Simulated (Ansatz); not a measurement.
**How methods differ on CH2BCl (SMILES B[C]Cl)**

CH2BCl: 5 atoms, total charge 0, spin state triplet. As SMILES, `B[C]Cl`. Geometry: relaxed at GFN2-xTB.

```tsv
atom	x (Å)	y (Å)	z (Å)
B	0.4142	0.1394	-0.4725
C	-0.4874	0.2809	0.6847
Cl	-1.4706	-0.5831	1.6530
H	0.5757	-0.9156	-0.9698
H	0.9682	1.0784	-0.8954
```

Each level gives the energy change with the C2–Cl3 bond stretched from 1.628 to 2.035 Å (eV). The values are calculated.

```csv
level,kind,program,value (eV),less FCI/STO-3G,CPU time (all runs)
UPBE/STO-3G,GGA,Ansatz,0.33,+0.06,3.1 s
UB3LYP/STO-3G,global hybrid,Ansatz,0.35,+0.08,3.3 s
UBHLYP/STO-3G,global hybrid,Ansatz,0.54,+0.27,2.9 s
UPBE0/STO-3G,global hybrid,Ansatz,0.52,+0.25,3.2 s
U-wB97X/STO-3G,range-separated hybrid,Ansatz,0.58,+0.31,15 s
RPA@PBE/STO-3G,RPA,Ansatz,0.20,-0.07,3.6 s
UMP2/STO-3G,perturbation theory,Ansatz,0.49,+0.22,0.23 s
FCI/STO-3G,exact in the basis,Ansatz,0.27,0.00,100 s
```

FCI/STO-3G is exact within its basis and frozen core, so for wave-function methods in that basis the difference is their error; functionals converge differently with the basis, so for them it is only a difference. The first shape isn't each level's own minimum. The values span 0.20 to 0.58 eV. All rows use very small basis sets, so none should be taken for the real molecule's value. CPU times are rough (shared hosts, several kinds of processor and program).

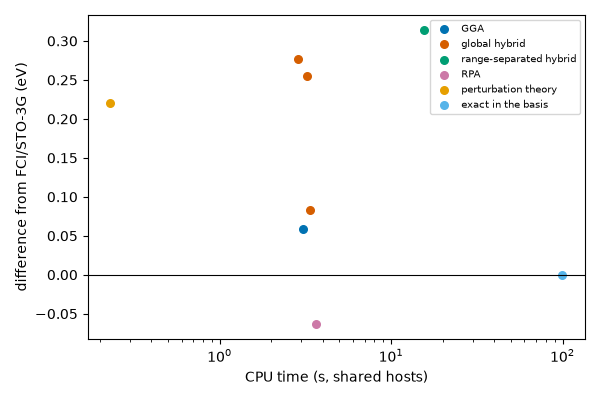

Difference from FCI/STO-3G against processor time, one point a level.
